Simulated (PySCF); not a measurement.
# CH2CaFOS (OS ... Ca ... CH2F): the cost of one run

Programs: PySCF 2.14.0, with routines of our own; each step states its level. All values are computed. Atoms count from 0.

### Step 1. The system as given

7 atoms, charge 0, high-spin multiplicity 4; geometry from: GFN2-xTB fragments, placed rigidly.

The system (radical pair across a spacer): OS···Ca···CH2F. The radical centres are 8.26 Å apart, edge to face; the spin sites are atoms 0, 1 (2 unpaired) and atoms 2, 3, 4, 5 (1 unpaired).

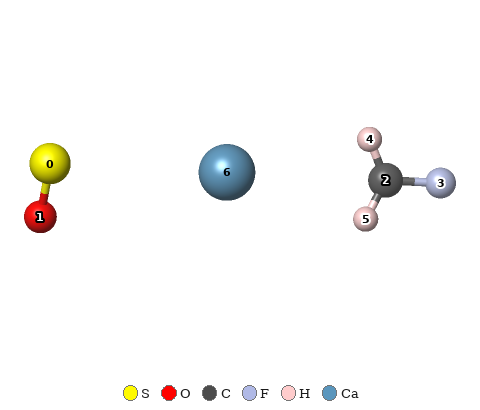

The starting geometry (sulfur yellow, oxygen red, carbon dark grey, fluorine light blue, hydrogen pink, calcium blue); sticks join atoms by distance alone.

### Step 2. Magnetic exchange: CASSCF and SC-NEVPT2/def2-SVP (3,3)

Job settings and geometry (Å):

```
{"job": {"kind": "cas", "basis": "def2-SVP", "active": "magnetic", "zfs": false}, "charge": 0, "high_spin_multiplicity": 4, "spin_sites": [[[0, 1], 2], [[2, 3, 4, 5], 1]]}
S      0.185500    -0.041900    -5.398200
O     -1.281600    -0.041900    -5.398200
C      0.185500    -0.041900     2.863300
F      0.236900     0.051700     4.191100
H      1.071100    -0.419500     2.394300
H     -0.582800     0.535400     2.390300
Ca     0.185500    -0.041900    -1.042700
```

Method: CASSCF and SC-NEVPT2/def2-SVP spin states, gas phase.

The run is started by

```console
$ OMP_NUM_THREADS=1 python exch_run.py task.json out
```

The driver reads the jobs from task.json and runs them one after another.

**Question.** How long does this run take on 1 thread of Arm Neoverse N1, shared host?

About 6.4 s.
